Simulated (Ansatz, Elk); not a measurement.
# Bonding as seen by X-rays: Bi3Rh5

The structure of Bi3Rh5 used here is made up (a known structure type with other elements) and was relaxed beforehand with PBE. The aim is the Fourier transform of its all-electron density, F(hkl), set beside the sum over free spherical atoms that refinements use.

Method: DFT, PBE, all-electron APW+lo, Dirac cores, scalar-relativistic bands, static density, no spin, in Elk 11.2.3 (patched build).

The structure was built from a prototype and need not be the compound's stable phase.

### Step 1. The structure

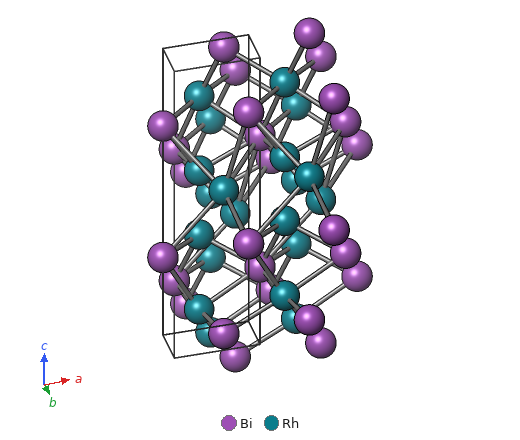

The cell as given, from a free direction (bismuth purple, rhodium blue). 2×2×1 cells are drawn. Some periodic images of atoms are drawn too.

### Step 2. Ground state and structure factors

An all-electron density is needed, since X-rays see the cores too. Task 0 finds the density and task 195 Fourier-transforms it; tshift is off so that phases refer to the origin typed.

Contents of elk.in:

```
tasks
  0
  195

xctype
  20

spinpol
  .false.

rgkmax
  7.0

gmaxvr
  14.0

lmaxo
  7

lmaxapw
  8

swidth
  0.002

tshift
  .false.

ramdisk
  .false.

hmaxvr
  5.5

maxscl
  120

epspot
  1e-06

sppath
  './'

avec
  7.70003099119 -0.00000000000 0.00000000000
  -3.85001549560 6.66842244830 0.00000000000
  0.00000000000 0.00000000000 21.31917820825

atoms
  2
  'Bi.in'
  3
  0.0000000000 -0.0000000000 0.2705716787   0.000000 0.000000 0.000000
  0.0000000000 -0.0000000000 0.7294283213   0.000000 0.000000 0.000000
  0.6666666667 0.3333333333 0.0000000000   0.000000 0.000000 0.000000
  'Rh.in'
  5
  0.6666666667 0.3333333333 0.5000000000   0.000000 0.000000 0.000000
  0.3333333333 0.6666666667 0.3884749548   0.000000 0.000000 0.000000
  0.3333333333 0.6666666667 0.8722117718   0.000000 0.000000 0.000000
  0.3333333333 0.6666666667 0.1277882282   0.000000 0.000000 0.000000
  0.3333333333 0.6666666667 0.6115250452   0.000000 0.000000 0.000000

ngridk
  6 6 2
```

Started as:

```bash
$ OMP_NUM_THREADS=4 elk
```

Numbers of over 12 decimals in the logs are rounded to 6 here.

The program printed:

```text
┌─────────────────────────┐
│ Elk code version 11.2.3 │
└─────────────────────────┘

All units are atomic (Hartree, Bohr, etc.)

┌─────────────────────────────────────────────────┐
│ Ground-state run starting from atomic densities │
└─────────────────────────────────────────────────┘

Lattice vectors :
   7.700030991      -0.000000000       0.000000000
  -3.850015496       6.668422448       0.000000000
   0.000000000       0.000000000       21.31917821

Reciprocal lattice vectors :
  0.8159948076      0.4711148218      -0.000000000
   0.000000000      0.9422296437      -0.000000000
  -0.000000000      -0.000000000      0.2947198642

Unit cell volume      :    1094.677112
Brillouin zone volume :   0.2265966929

Muffin-tin inner radius fraction :   0.1000000000E-01

Nuclei treated as point charges

Species : 1 (Bi)
 parameters loaded from : Bi.in
 name : bismuth
 nuclear charge    :   -83.00000000
 electronic charge :    83.00000000
 atomic mass :    380947.9285
 muffin-tin radius :    2.748050034
 number of radial points in muffin-tin :   1393
 inner part over the whole radius :   0.9912215022E-02
 number on inner part of muffin-tin    :   1000
 approximate nuclear radius :   0.1052171418E-03
 number of mesh points to nuclear radius :    527
 atomic positions (lattice), magnetic fields (Cartesian) :
  1 :   0.00000000  0.00000000  0.27057168    0.00000000  0.00000000  0.00000000
  2 :   0.00000000  0.00000000  0.72942832    0.00000000  0.00000000  0.00000000
  3 :   0.66666667  0.33333333  0.00000000    0.00000000  0.00000000  0.00000000

Species : 2 (Rh)
 parameters loaded from : Rh.in
 name : rhodium
 nuclear charge    :   -45.00000000
 electronic charge :    45.00000000
 atomic mass :    187585.2511
 muffin-tin radius :    2.308972796
 number of radial points in muffin-tin :   1193
 inner part over the whole radius :   0.9875577608E-02
 number on inner part of muffin-tin    :    846
 approximate nuclear radius :   0.8524867730E-04
 number of mesh points to nuclear radius :    426
 atomic positions (lattice), magnetic fields (Cartesian) :
  1 :   0.66666667  0.33333333  0.50000000    0.00000000  0.00000000  0.00000000
  2 :   0.33333333  0.66666667  0.38847495    0.00000000  0.00000000  0.00000000
  3 :   0.33333333  0.66666667  0.87221177    0.00000000  0.00000000  0.00000000
  4 :   0.33333333  0.66666667  0.12778823    0.00000000  0.00000000  0.00000000
  5 :   0.33333333  0.66666667  0.61152505    0.00000000  0.00000000  0.00000000

Total number of atoms per unit cell :    8
Total muffin-tin volume :    518.6047831
 ratio of muffin-tin to unit cell volume :   0.4737513713

Spin treatment :
 spin-unpolarised

Number of Bravais lattice symmetries :   24
Number of crystal symmetries         :   12
Crystal has no inversion symmetry
Complex Hermitian eigensolver will be used

k-point grid :      6     6     2
k-point offset :    0.000000000       0.000000000       0.000000000
k-point set is reduced with full crystal symmetry group
Total number of k-points :       20

Muffin-tin radius times maximum |G+k| :    7.000000000
 using average radius
Maximum |G+k| for APW functions       :    2.829852956
Maximum (1/2)|G+k|²                   :    4.004033878
Maximum |G| for potential and density :    14.00000000
Constant for pseudocharge density :   10
 order of it for each species :   17  17
 order of it for pair densities of each species (exact exchange by exxq0 0: 18) :   12   8
Radial integration step length :    1

G-vector grid sizes :     35    35    96
Number of G-vectors :    50747

Maximum angular momentum used for
 APW functions            :    8
 outer part of muffin-tin :    7
 inner part of muffin-tin :    2

Total nuclear charge    :   -474.0000000
Total core charge       :    344.0000000
Total valence charge    :    130.0000000
Total excess charge     :    0.000000000
Total electronic charge :    474.0000000

Effective Wigner radius, rₛ :   0.8199858579

Number of empty states         :     32
[...]
Madelung                    :     -111136.02837800
 xc potential                :     -2486.7370048521
 exchange                    :     -1862.6393611374
 correlation                 :     -27.379537618329
 electron entropic           :    -0.34090016372735E-02
 total energy                :     -88673.393167253

Density of states at Fermi energy :    277.2053535
 (states/Hartree/unit cell)

Estimated indirect band gap :   0.8137888562E-03
 from k-point 10 to k-point 6
Estimated direct band gap   :   0.3951067039E-02
 at k-point 19

Charges :
 core                        :    344.0000000
 valence                     :    130.0000000
 interstitial                :    15.10214308
 muffin-tins (core leakage)
  species : 1 (Bi)
[...]
species : 2 (Rh)
[...]
total in muffin-tins        :    458.8978569
 total calculated charge     :    473.9954205
 total charge                :    474.0000000
 error                       :   0.4579542835E-02

RMS change in Kohn-Sham potential (target) :   0.1338370491     (  0.1000000000E-05)
Absolute change in total energy (target)   :   0.2218589975E-01 (  0.1000000000E-03)

[... loops 3 to 23 left out ...]

┌──────────────────┐
│ Loop number : 24 │
└──────────────────┘

Energies :
 Fermi                       :     0.309838
 sum of occupied eigenvalues :     -54387.917345716
 electron kinetic            :      100677.63126838
 core electron kinetic       :      99479.859539448
 Coulomb                     :     -187457.25743317
 Coulomb potential           :     -152593.31331961
 nuclear-nuclear             :     -8118.2766176180
 electron-nuclear            :     -206268.77561108
 Hartree                     :      26929.794795526
 Madelung                    :     -111160.60077336
 xc potential                :     -2472.2352944807
 exchange                    :     -1863.8393356260
 correlation                 :     -27.379260662195
 electron entropic           :    -0.35816781532884E-02
 total energy                :     -88670.848342757

Density of states at Fermi energy :    292.3012387
 (states/Hartree/unit cell)

Estimated indirect band gap :   0.1012658424E-02
 from k-point 17 to k-point 8
Estimated direct band gap   :   0.3598448199E-02
 at k-point 19

Charges :
 core                        :    344.0000000
 valence                     :    130.0000000
 interstitial                :    14.22942050
 muffin-tins (core leakage)
  species : 1 (Bi)
[...]
species : 2 (Rh)
[...]
total in muffin-tins        :    459.7705795
 total calculated charge     :    473.9955485
 total charge                :    474.0000000
 error                       :   0.4451538420E-02

RMS change in Kohn-Sham potential (target) :   0.2062841976E-06 (  0.1000000000E-05)
Absolute change in total energy (target)   :   0.5414520274E-05 (  0.1000000000E-03)

Convergence targets achieved

┌──────────────────┐
│ Loop number : 25 │
└──────────────────┘

Energies :
 Fermi                       :     0.309838
 sum of occupied eigenvalues :     -54387.917304513
 electron kinetic            :      100677.63128711
 core electron kinetic       :      99479.859554950
 Coulomb                     :     -187457.25743099
 Coulomb potential           :     -152593.31332139
 nuclear-nuclear             :     -8118.2766176180
 electron-nuclear            :     -206268.77560287
 Hartree                     :      26929.794789501
 Madelung                    :     -111160.60077029
 xc potential                :     -2472.2352702301
 exchange                    :     -1863.8393351575
 correlation                 :     -27.379260652313
 electron entropic           :    -0.35816783511359E-02
 total energy                :     -88670.848321367

Density of states at Fermi energy :    292.3012592
 (states/Hartree/unit cell)

Estimated indirect band gap :   0.1012661767E-02
 from k-point 17 to k-point 8
Estimated direct band gap   :   0.3598448849E-02
 at k-point 19

Charges :
 core                        :    344.0000000
 valence                     :    130.0000000
 interstitial                :    14.22942051
 muffin-tins (core leakage)
  species : 1 (Bi)
[...]
species : 2 (Rh)
[...]
atom 3                    :    43.22786617     ( -0.1472505566E-06)
   atom 4                    :    43.22786617     ( -0.1472505566E-06)
   atom 5                    :    43.22643068     ( -0.1480074836E-06)
 total in muffin-tins        :    459.7705795
 total calculated charge     :    473.9955485
 total charge                :    474.0000000
 error                       :   0.4451538494E-02

┌──────────────────────────────┐
│ Self-consistent loop stopped │
└──────────────────────────────┘

Warning : core states of species 1 leak from the muffin-tin :   0.8873927106E-03

Wrote STATE.OUT
```

Run time: 97 s. Hardware: 4 threads of AMD EPYC 7B13 (Zen 3), shared host; peak memory 0.38 GiB.

SFACRHO.OUT:

```text

h k l indices transformed by vhmat matrix:
   1.000000000       0.000000000       0.000000000    
   0.000000000       1.000000000       0.000000000    
   0.000000000       0.000000000       1.000000000    

      h      k      l  multipl.   |H|            Re(F)            Im(F)           |F|

      0      0      0      1   0.0000000       474.00000     -0.98078685E-16   474.00000    
      0      0     -1      2  0.29471986       10.306946     -0.37979242E-13   10.306946    
      0      0      2      2  0.58943973      -20.117128      0.12153357E-12   20.117128    
      0      0      3      2  0.88415959       74.058117     -0.72160559E-13   74.058117    
      0      1      0      3  0.94222964       13.681449      -37.776614       40.177788    
     -1      1      0      3  0.94222964       13.681449       37.776614       40.177788    
      1      0      1      6  0.98724693      -34.173311      -35.267480       49.108150    
      1     -1     -1      6  0.98724693      -34.173311       35.267480       49.108150    
     -1      1      2      6   1.1114117      -201.30393      -87.160412       219.36319    
      0      1      2      6   1.1114117      -201.30393       87.160412       219.36319    
      0      0      4      2   1.1788795       89.551531     -0.22787545E-12   89.551531    
     -1      1     -3      6   1.2921048       44.770612      -44.646568       63.227555    
      0      1     -3      6   1.2921048       44.770612       44.646568       63.227555    
      0      0     -5      2   1.4735993      -28.448351     -0.13102838E-12   28.448351    
      0     -1      4      6   1.5091565       133.70305      -204.02578       243.93241    
      0      1     -4      6   1.5091565       133.70305       204.02578       243.93241    
     -1     -1      0      6   1.6319896       366.08196     -0.15440727E-12   366.08196    
      1      1      1     12   1.6583877       11.353289     -0.11393773E-12   11.353289
```

Elk indexes on the primitive cell of elk.in and gives |H| = 4π sin θ/λ in inverse bohr. Below, one row stands for each form hkl of the conventional cell (m members, Friedel mates merged), F is for one primitive cell and the density is static (no thermal factor). Free-atom factors are Waasmaier and Kirfel's, and R is Σm||F|−|F'||/Σm|F|.

```tsv
hkl	m	sin θ/λ (Å⁻¹)	abs F, DFT	neutral atoms	diff.	abs of complex diff.
001	2	0.044	10.307	10.386	-0.079	0.079
002	2	0.089	20.117	20.277	-0.160	0.160
003	2	0.133	74.058	74.165	-0.107	0.107
100	6	0.142	40.178	40.086	+0.091	0.217
101	12	0.148	49.108	49.178	-0.069	0.102
102	12	0.167	219.363	219.643	-0.280	0.280
004	2	0.177	89.552	89.596	-0.044	0.044
103	12	0.194	63.228	63.299	-0.072	0.172
005	2	0.222	28.448	28.446	+0.003	0.003
104	12	0.227	243.933	244.866	-0.933	0.962
110	6	0.245	366.082	367.262	-1.180	1.180
111	12	0.249	11.353	11.230	+0.123	0.123
112	12	0.261	19.741	19.615	+0.127	0.127
105	12	0.263	105.066	105.032	+0.034	0.293
006	2	0.266	20.140	20.134	+0.005	0.005
113	12	0.279	65.728	65.619	+0.109	0.109
200	6	0.283	31.251	31.527	-0.275	0.803
201	12	0.287	43.704	43.668	+0.036	0.061
202	12	0.297	187.039	187.159	-0.121	0.121
106	12	0.301	159.524	159.590	-0.066	0.133
114	12	0.303	82.666	82.381	+0.285	0.285
007	2	0.310	164.505	164.504	+0.001	0.001
```

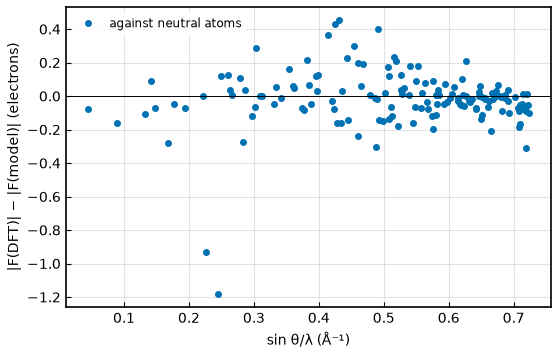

Difference between the calculated structure factors and the independent-atom ones.

### Step 3. The highest occupied states alone

An energy window below the Fermi level keeps the highest occupied states, to see at which angles they scatter; shallow core shells can lie inside it and anion s states outside. No new self-consistency is needed.

Edit elk.in of step 2 so:

```diff
@@ -1,3 +1,2 @@
 tasks
-  0
   195
@@ -40,2 +39,5 @@
 
+wsfac
+  -0.131150 0.609840
+
 sppath
```

Started as:

```bash
$ OMP_NUM_THREADS=4 elk
```

The program printed:

```text
┌─────────────────────────────────┐
│ Elk code version 11.2.3 started │
└─────────────────────────────────┘

Info(readinput): the functional depends on the density's gradient
 muffin-tin radial points multiplied by    2.00000
 (not where nrmtscf is given)

┌────────────────────┐
│ Current task : 195 │
└────────────────────┘
Info(checkmt): changed muffin-tin radius of species 1 (Bi) from   2.8000 to   2.7481
Info(checkmt): changed muffin-tin radius of species 2 (Rh) from   2.6000 to   2.3090

Info(sfacrho): density structure factors written to SFACRHO.OUT

 Energy window :  -0.1311500000      0.6098400000

┌──────────────────┐
│ Elk code stopped │
└──────────────────┘
```

The job ended after 19 s (4 threads; peak memory 0.25 GiB).

States within 12 eV below the Fermi level hold 59.61 electrons; any levels below the window count with the cores, and a count that is not whole means the window cuts a band. Their amplitudes can exceed the total, where window and core parts have opposite phase:

```tsv
hkl	sin θ/λ (Å⁻¹)	abs F, window	abs F, all
001	0.044	6.618	10.307
002	0.089	6.315	20.117
003	0.133	5.481	74.058
100	0.142	17.068	40.178
101	0.148	3.415	49.108
102	0.167	5.957	219.363
004	0.177	10.231	89.552
103	0.194	2.974	63.228
005	0.222	1.249	28.448
104	0.227	11.872	243.933
```

### Step 4. Another functional

The difference from free atoms is small, so it is set against the change that PBEsol makes.

Edit elk.in of step 3 so:

```diff
@@ -1,2 +1,3 @@
 tasks
+  0
   195
@@ -4,3 +5,3 @@
 xctype
-  20
+  22
 
@@ -39,5 +40,2 @@
 
-wsfac
-  -0.131150 0.609840
-
 sppath
```

Started as:

```bash
$ OMP_NUM_THREADS=4 elk
```

The program printed:

```text
┌─────────────────────────┐
│ Elk code version 11.2.3 │
└─────────────────────────┘

All units are atomic (Hartree, Bohr, etc.)

┌─────────────────────────────────────────────────┐
│ Ground-state run starting from atomic densities │
└─────────────────────────────────────────────────┘

Lattice vectors :
   7.700030991      -0.000000000       0.000000000
  -3.850015496       6.668422448       0.000000000
   0.000000000       0.000000000       21.31917821

Reciprocal lattice vectors :
  0.8159948076      0.4711148218      -0.000000000
[...]
muffin-tins (core leakage)
  species : 1 (Bi)
[...]
species : 2 (Rh)
[...]
atom 4                    :    43.21379080     ( -0.1467140329E-06)
   atom 5                    :    43.21478408     ( -0.1474609270E-06)
 total in muffin-tins        :    459.7181596
 total calculated charge     :    473.9955309
 total charge                :    474.0000000
 error                       :   0.4469089954E-02

┌──────────────────────────────┐
│ Self-consistent loop stopped │
└──────────────────────────────┘

Warning : core states of species 1 leak from the muffin-tin :   0.8929997755E-03

Wrote STATE.OUT
[key lines of the parts left out:]
total energy                :     -88641.881741335
```

Run time: 95 s. Hardware: 4 threads; peak memory 0.38 GiB.

Against the first run R = 0.01 %; the largest change is -0.054 at 110.

### Step 5. Basis size

A smaller basis shows how fast F responds to it; the change is likely larger than the basis error of the first run, but doesn't show convergence.

Edit elk.in of step 4 so:

```diff
@@ -5,3 +5,3 @@
 xctype
-  22
+  20
 
@@ -11,3 +11,3 @@
 rgkmax
-  7.0
+  5.5
```

Started as:

```bash
$ OMP_NUM_THREADS=4 elk
```

The program printed:

```text
┌─────────────────────────┐
│ Elk code version 11.2.3 │
└─────────────────────────┘

All units are atomic (Hartree, Bohr, etc.)

┌─────────────────────────────────────────────────┐
│ Ground-state run starting from atomic densities │
└─────────────────────────────────────────────────┘

Lattice vectors :
   7.700030991      -0.000000000       0.000000000
  -3.850015496       6.668422448       0.000000000
   0.000000000       0.000000000       21.31917821

Reciprocal lattice vectors :
  0.8159948076      0.4711148218      -0.000000000
[...]
muffin-tins (core leakage)
  species : 1 (Bi)
[...]
species : 2 (Rh)
[...]
atom 4                    :    43.06206600     ( -0.1470073308E-06)
   atom 5                    :    43.06722709     ( -0.1479510310E-06)
 total in muffin-tins        :    458.9099334
 total calculated charge     :    473.9978781
 total charge                :    474.0000000
 error                       :   0.2121921775E-02

┌──────────────────────────────┐
│ Self-consistent loop stopped │
└──────────────────────────────┘

Warning : core states of species 1 leak from the muffin-tin :   0.8905126904E-03

Wrote STATE.OUT
[key lines of the parts left out:]
total energy                :     -88669.976567966
```

Elapsed: 82 s, on 4 threads; peak memory 0.35 GiB.

Against the first run R = 0.04 %; the largest change is +0.381 at 008.

### Step 6. Settings against the effect

```tsv
run	R against the first run (%)	R against neutral atoms, low angle (%)	wall time
PBE, rgkmax 7	0.00	0.22	97 s
PBEsol	0.01	0.23	95 s
rgkmax 5.5	0.04	0.25	82 s
```

### Step 7. What came out

```yaml
r_against_neutral_atoms_sin_theta_lambda_0p3_a_minus1: 0.22 %
r_against_neutral_atoms_0p3_to_0p72_a_minus1: 0.11 %
```

**Reading.** Independent neutral atoms miss the calculated amplitudes by R = 0.22 % below 0.3 Å⁻¹ and 0.11 % from there to 0.72 Å⁻¹; by shells, 0.20 % below 0.15 Å⁻¹ (5 forms), 0.22 % 0.15 to 0.3 (14 forms), 0.12 % 0.3 to 0.45 (28 forms), 0.10 % above 0.45 (102 forms). Bonding, aspherical density and the tables' own atoms all enter these figures, and the runs don't part them. The largest change of an amplitude is -1.18 electrons, at 110. R counts amplitudes alone; phases shift too. The window's part falls from 59.6 electrons at the origin to at most 0.72 between 0.45 and 0.72 Å⁻¹. Below 0.3 Å⁻¹ the changes that finished (PBEsol and rgkmax 5.5) move F by R = 0.07 % at most, against the 0.22 % that separates it from free atoms. A single amplitude moves by up to 0.38 electrons, against 1.18 for the largest difference from free atoms. The k-mesh has no finished test. These runs have no spin, though d or f shells may be open. Spin-orbit coupling is left out, which can matter for elements this heavy. Part of the difference isn't bonding: the tables are fits to free atoms and ions calculated by other methods than this functional. Thermal motion, anomalous dispersion and extinction are left out.

[Logs are printed without paths, hosts, clocks, repeated set-up lines and the standing remarks that a program may print on its own settings, such as how far it seeks lower states.]

[Hosts, paths, dates, database ids (printed as entryN), source tags and the programs' standing remarks are cut or masked in the printed files.]
